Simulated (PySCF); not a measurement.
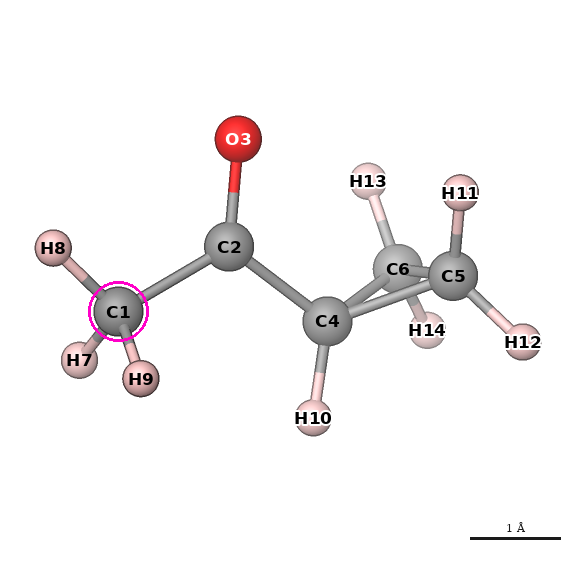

Orthographic view. Depth is shown by fading: the farther an atom, the more it takes the colour of the background. The computed structure is the end point of a PBE0-D3(BJ)/def2-SVP optimisation. No frequency run is at hand to confirm it as a minimum.

Q: Name the neighbours of the circled atom.

A: The circled atom is C1; it is bonded to C2, H7, H8, H9.

Q: Of C1 and H7, which is nearer the viewer?

A: C1; the bond to H7 points away from the viewer, so it looks shorter than its 1.10 Å.

Q: What is the shortest path along bonds from the circled atom to C6?

A: C1–C2–C4–C6, 3 bonds; through space the two are 3.83 Å apart.
